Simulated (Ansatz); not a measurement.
# C2HCl2Si (SMILES C#C[Si](Cl)Cl): levels of theory compared

We compute a comparison of 6 runs (U-wB97X/cc-pVDZ, UPBE0/cc-pVDZ, USVWN5/cc-pVDZ, RPA@PBE0/cc-pVDZ, UMP2/cc-pVDZ, UCCSD(T)/cc-pVDZ) of C2HCl2Si. 

The calculation is run with Ansatz 0.2.0.

69 further runs of the same task are left out: 69 set aside as unsound or not needed.

## (1) Starting point

C2HCl2Si has 6 atoms, charge 0, and is taken as a doublet. As SMILES, `C#C[Si](Cl)Cl`. The C2–Si3 distance was set to 2.345 Å, away from the relaxed value.

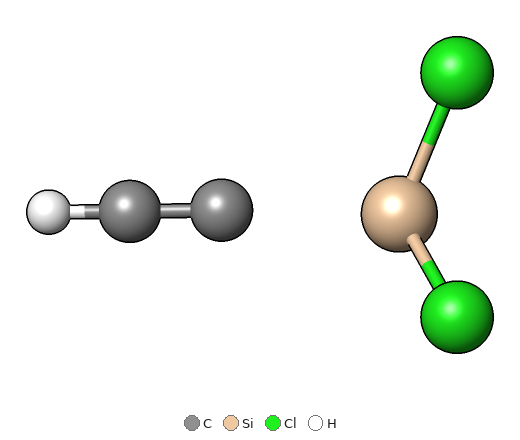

The structure, seen from a chosen angle (carbon grey, silicon light orange, chlorine green, hydrogen white).

## (2) The energy at U-wB97X/cc-pVDZ (run 1)

input.yaml

```yaml
crystal:
  periodic: [false, false, false]
  atoms:
    - {symbol: C, position_ang: [1.632278, 0.687265, 1.507210]}
    - {symbol: C, position_ang: [0.829278, 0.299165, 0.692910]}
    - {symbol: Si, position_ang: [-0.504400, -0.583800, -1.021800]}
    - {symbol: Cl, position_ang: [-1.914000, -1.830600, -0.226100]}
    - {symbol: Cl, position_ang: [-1.406000, 0.937000, -2.046300]}
    - {symbol: H, position_ang: [2.328178, 1.038265, 2.235110]}
basis:
  gaussian: {orbitals: cc-pVDZ}
hamiltonian: {xc: {name: wB97X}}
magnetization: {spin_polarized: true, initial_magnetization: 1}
output: {orbitals: {seedname: orbitals}}
accuracy: high
```

Run with:

```console
$ ansatz run input.yaml --threads 1 --pin off --max-ram 3480MiB --events-out events.jsonl --progress --plain --runs-dir runs
```

Standard output:

```text
Warning: RAYON_NUM_THREADS=1 ignored (pool sized by the plan → 1); use --threads N
Functional definition: wB97X
  name "wB97X"
  parameter omega = 0.3/bohr
  parameter cx = 0.157706
  parameter cx1 = 0.726479
  parameter cx2 = 1.04760
  parameter cx3 = -5.70635
  parameter cx4 = 13.2794
  parameter css1 = -4.33879
  parameter css2 = 18.2308
  parameter css3 = -31.7430
  parameter css4 = 17.2901
  parameter cos1 = 2.37031
  parameter cos2 = -11.3995
  parameter cos3 = 6.58405
  parameter cos4 = -3.78132
  exchange = spin_sum(e_x_unif_sr(omega)*poly(b97_u_x, 1 - cx, cx1, cx2, cx3, cx4)) + cx*exact_x_sr(omega)
      + exact_x_lr(omega)
  correlation = spin_sum(e_c_pw_same_spin*poly(b97_u_same, 1, css1, css2, css3, css4))
      + integral(e_c_pw_opposite_spin*poly(b97_u_opposite, 1, cos1, cos2, cos3, cos4))
1862 factors; integrals over basis functions are off by at most 3.3e-9 eV
395 factors; integrals over basis functions are off by at most 1.9e-9 eV
mean field evaluation 1: about -35006.5760 eV, gradient 2.4e1 eV
mean field evaluation 2: about -35008.1091 eV, gradient 2.0e1 eV
mean field evaluation 4: about -35010.4747 eV, gradient 1.1e0 eV
mean field evaluation 8: about -35010.6146 eV, gradient 8.5e-2 eV
mean field evaluation 16: about -35010.6148 eV, gradient 1.2e-3 eV
mean field evaluation 32: about -35010.6148 eV, gradient 5.3e-8 eV
mean field -35010.61483997 eV, -1286.6163643219 hartree, gradient 5.3e-8 eV, S^2 0.756636; 0 other end points of the search recorded, 0 dependent functions left out
reference -35010.61483744 eV, -1286.6163642289 hartree; 31, 30 occupied and 56, 57 virtual orbitals, 1862 factors
Total energy: -35010.61483744 eV, -1286.6163642289 hartree
```

Wall time 62 s (1 thread of Arm Neoverse V2, shared host); peak memory 0.89 GiB.

## (3) The energy at UPBE0/cc-pVDZ (run 2)

input.yaml, as its differences from that of step 2:

```diff
@@ -11,5 +11,5 @@
   gaussian: {orbitals: cc-pVDZ}
-hamiltonian: {xc: {name: wB97X}}
 magnetization: {spin_polarized: true, initial_magnetization: 1}
+hamiltonian: {xc: pbe0}
+accuracy: high
 output: {orbitals: {seedname: orbitals}}
-accuracy: high
```

Run with:

```console
$ ansatz run input.yaml --threads 1 --pin off --max-ram 3480MiB --events-out events.jsonl --progress --plain --runs-dir runs
```

Standard output:

```text
Warning: RAYON_NUM_THREADS=1 ignored (pool sized by the plan → 1); use --threads N
Functional definition: PBE0
  name "PBE0"
  parameter a = 0.25
  parameter kappa = 0.804
  parameter beta = 0.06672455060314922
  exchange = (1 - a)*pbe_x(kappa = kappa, mu = beta*pi^2/3) + a*exact_x
  correlation = pbe_c(beta = beta)
1862 factors; integrals over basis functions are off by at most 3.3e-9 eV
mean field evaluation 1: about -34991.8866 eV, gradient 2.9e1 eV
mean field evaluation 2: about -34963.2754 eV, gradient 6.8e1 eV
mean field evaluation 4: about -34997.3127 eV, gradient 3.6e0 eV
mean field evaluation 8: about -34997.5716 eV, gradient 8.4e-1 eV
mean field evaluation 16: about -34997.5773 eV, gradient 4.7e-3 eV
mean field evaluation 32: about -34997.5773 eV, gradient 2.4e-7 eV
mean field -34997.57729481 eV, -1286.1372433744 hartree, gradient 9.8e-8 eV, S^2 0.754895; 0 other end points of the search recorded, 0 dependent functions left out
reference -34997.57729717 eV, -1286.1372434611 hartree; 31, 30 occupied and 56, 57 virtual orbitals, 1862 factors
Total energy: -34997.57729717 eV, -1286.1372434611 hartree
```

It took 20 s on 1 thread of Arm Neoverse V2, shared host; peak memory 0.46 GiB.

Runs 3 to 5 aren't shown in full; the table further down has their settings and results.

## (4) A single-point energy at UCCSD(T)/cc-pVDZ (run 6)

molecule.yaml

```yaml
crystal:
  periodic: [false, false, false]
  atoms:
    - {symbol: C, position_ang: [1.632278, 0.687265, 1.507210]}
    - {symbol: C, position_ang: [0.829278, 0.299165, 0.692910]}
    - {symbol: Si, position_ang: [-0.504400, -0.583800, -1.021800]}
    - {symbol: Cl, position_ang: [-1.914000, -1.830600, -0.226100]}
    - {symbol: Cl, position_ang: [-1.406000, 0.937000, -2.046300]}
    - {symbol: H, position_ang: [2.328178, 1.038265, 2.235110]}
basis:
  gaussian: {orbitals: cc-pVDZ}
magnetization: {spin_polarized: true, initial_magnetization: 1}
correlation: {method: ccsd_t, frozen_orbitals: {C: 1, Cl: 5, H: 0, Si: 5}}
accuracy: high
scf: {omitted_lower_state_checks: [cluster_reference, increment]}
```

Run with:

```console
$ ansatz run molecule.yaml --threads 1 --pin off --max-ram 3480MiB --events-out events.jsonl --progress --plain --runs-dir runs
```

Standard output:

```text
Warning: RAYON_NUM_THREADS=1 ignored (pool sized by the plan → 1); use --threads N
Functional definition: HF
  name "HF"
  exchange = exact_x
  correlation = 0
these checks for a lower state are left out or cut short: cluster_reference, increment
1862 factors; integrals over basis functions are off by at most 3.3e-9 eV
mean field evaluation 1: about -34941.9222 eV, gradient 2.0e1 eV
mean field evaluation 2: about -34941.9352 eV, gradient 2.0e1 eV
mean field evaluation 4: about -34945.1756 eV, gradient 2.7e0 eV
mean field evaluation 8: about -34945.3105 eV, gradient 2.6e-1 eV
mean field evaluation 16: about -34945.3263 eV, gradient 2.7e-8 eV
mean field evaluation 32: about -34945.3255 eV, gradient 1.2e-1 eV
mean field -34945.32632794 eV, -1284.2170557588 hartree, gradient 2.7e-8 eV, S^2 0.840736; 4 other end points of the search recorded, 0 dependent functions left out
17 core orbitals not correlated: weight in the atoms' cores, before any rotation towards them, 1.000 or more for the frozen orbitals, at most 0.000 for the correlated occupied ones
reference -34945.32632794 eV, -1284.2170557588 hartree; 14, 13 occupied and 56, 57 virtual orbitals, 1862 factors
second order -15.83507204 eV of doubles, -0.00000000 eV of singles
cycle   1  -16.41141833 eV  change   -5.8e-1 eV  update   1.1e-1
cycle   2  -16.89798819 eV  change   -4.9e-1 eV  update   4.2e-2
cycle   3  -17.05646432 eV  change   -1.6e-1 eV  update   2.6e-2
cycle   4  -17.07021840 eV  change   -1.4e-2 eV  update   1.2e-2
cycle   5  -17.07575001 eV  change   -5.5e-3 eV  update   5.7e-3
cycle   6  -17.07720711 eV  change   -1.5e-3 eV  update   2.2e-3
cycle   7  -17.07771772 eV  change   -5.1e-4 eV  update   8.9e-4
cycle   8  -17.07780202 eV  change   -8.4e-5 eV  update   3.7e-4
cycle   9  -17.07762419 eV  change    1.8e-4 eV  update   2.0e-4
cycle  10  -17.07759649 eV  change    2.8e-5 eV  update   9.3e-5
cycle  11  -17.07764095 eV  change   -4.4e-5 eV  update   4.6e-5
cycle  12  -17.07764456 eV  change   -3.6e-6 eV  update   1.8e-5
cycle  13  -17.07766043 eV  change   -1.6e-5 eV  update   7.1e-6
cycle  14  -17.07765872 eV  change    1.7e-6 eV  update   3.4e-6
cycle  15  -17.07765636 eV  change    2.4e-6 eV  update   1.6e-6
cycle  16  -17.07765663 eV  change   -2.7e-7 eV  update   6.8e-7
cycle  17  -17.07765646 eV  change    1.7e-7 eV  update   2.9e-7
cycle  18  -17.07765649 eV  change   -2.6e-8 eV  update   1.3e-7
cycle  19  -17.07765652 eV  change   -3.0e-8 eV  update   6.4e-8
cycle  20  -17.07765651 eV  change    7.9e-9 eV  update   4.0e-8
cycle  21  -17.07765670 eV  change   -1.9e-7 eV  update   1.2e-7
cycle  22  -17.07765675 eV  change   -4.8e-8 eV  update   4.0e-8
cycle  23  -17.07765679 eV  change   -4.0e-8 eV  update   1.6e-8
cycle  24  -17.07765680 eV  change   -1.5e-8 eV  update   7.0e-9
cycle  25  -17.07765681 eV  change   -5.9e-9 eV  update   3.2e-9
cycle  26  -17.07765681 eV  change   -2.8e-9 eV  update   1.4e-9
perturbative correction -0.62185336 eV, -0.0228526893 hartree
Total energy: -34963.02583810 eV, -1284.8675007602 hartree
Checks for a lower state left out: cluster_reference, increment
```

Run time: 70 s. Hardware: 1 thread of Arm Neoverse V2, shared host; peak memory 0.75 GiB.

## (5) The series

| run | level | frozen core orbitals | energy (Eh) | ⟨S²⟩ | wall time |
| --- | --- | --- | --- | --- | --- |
| 1 | U-wB97X/cc-pVDZ | – | -1286.616364 | 0.757 | 62 s |
| 2 | UPBE0/cc-pVDZ | – | -1286.137243 | 0.755 | 20 s |
| 3 | USVWN5/cc-pVDZ | – | -1281.820116 | 0.752 | 7.2 s |
| 4 | RPA@PBE0/cc-pVDZ | 17 | -1285.038136 | 0.755 | 25 s |
| 5 | UMP2/cc-pVDZ | 17 | -1284.798984 | 0.841 | 9.3 s |
| 6 | UCCSD(T)/cc-pVDZ | 17 | -1284.867501 | 0.841 | 70 s |

## (6) What came out

| quantity | value |
| --- | --- |
| run 6: total energy | -1284.86750 Eh |
| run 6: correlation energy (17 core orbitals frozen) | -650.4 mEh |
| run 6: (T) correction | -22.85 mEh |
| run 6: ⟨S²⟩ of the reference determinant | 0.841 |
| run 6: T1 diagnostic | 0.023 |

What this shows: Totals of different functionals can't be ranked against each other. All runs together took 3.2 min, the longest 70 s.
